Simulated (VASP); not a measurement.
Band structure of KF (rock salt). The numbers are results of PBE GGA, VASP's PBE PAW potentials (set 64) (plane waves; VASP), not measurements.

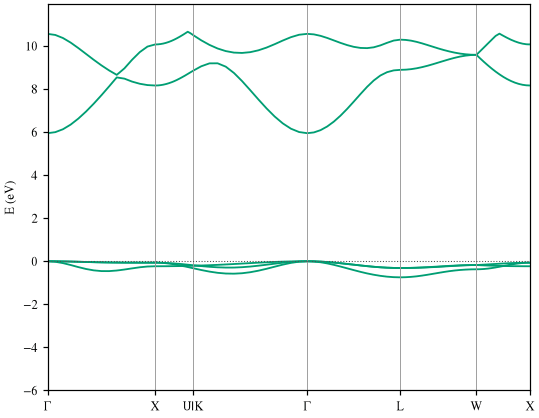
Figure. Bands along high-symmetry lines, zero at the valence-band maximum or, without a gap, the Fermi level

**Question.** Read the plot: is there a gap, and where are the band edges?

**Answer.** The gap is direct, 5.95 eV, from the valence maximum at Γ to the conduction minimum at Γ. (Edges off the drawn lines would not show.)

Measured: gap 10.90 eV (computed value off by -4.95 eV), as given by David Koller et al., Journal of Physics Condensed Matter (2013), arXiv:1304.4470.

The compound is KF in the rock salt structure. It was relaxed first.
